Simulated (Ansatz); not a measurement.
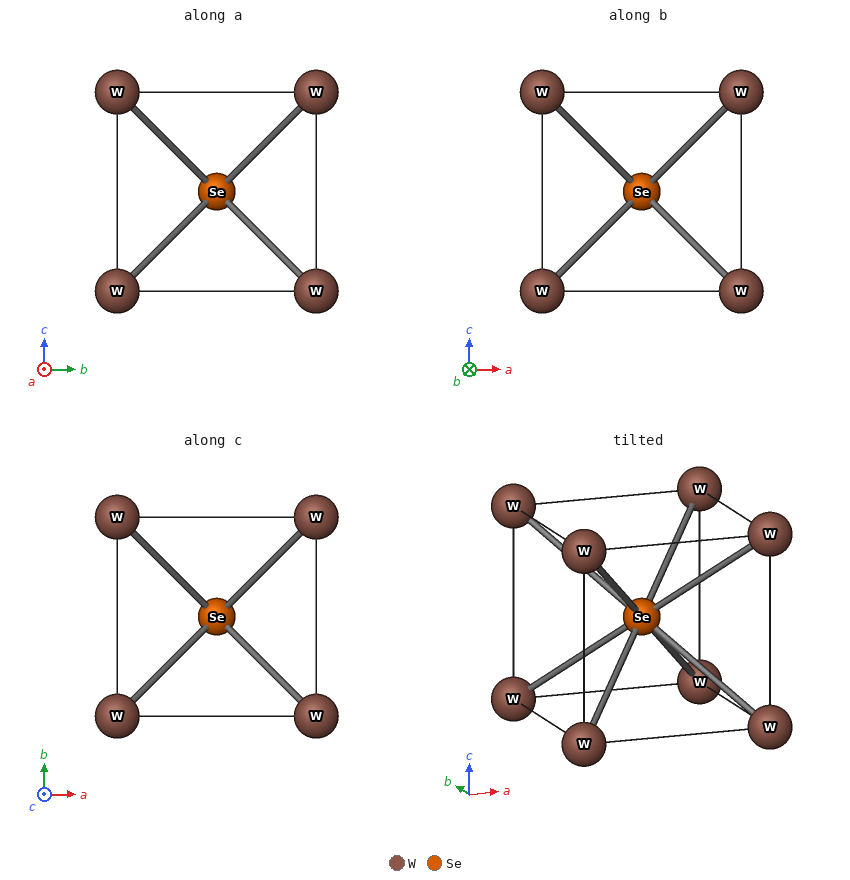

The structure above is drawn in ball-and-stick style and viewed along the a axis, along the b axis, along the c axis and slightly off an axis. Atoms at the boundary of the conventional unit cell (the box) are drawn once for each face, edge or corner they touch.

Lattice parameters: a = 3.1486 Å, b = 3.1486 Å, c = 3.1486 Å, α = 90.000°, β = 90.000°, γ = 90.000°.

> Write down what is shown as a CIF in P1 with every atom of the cell.

```cif
data_structure
_symmetry_space_group_name_H-M 'P 1'
_symmetry_Int_Tables_number 1
_cell_length_a 3.1486
_cell_length_b 3.1486
_cell_length_c 3.1486
_cell_angle_alpha 90.000
_cell_angle_beta 90.000
_cell_angle_gamma 90.000
_cell_volume 31.21
loop_
_atom_site_label
_atom_site_type_symbol
_atom_site_fract_x
_atom_site_fract_y
_atom_site_fract_z
_atom_site_occupancy
W1 W 0.0000 0.0000 0.0000 1
Se1 Se 0.5000 0.5000 0.5000 1
```

Its origin is a structure type filled with these elements by a generator (whether the compound takes this form wasn't checked). Earlier steps of the study may have refined or changed the cell and positions. A calculation with Ansatz used it as input.
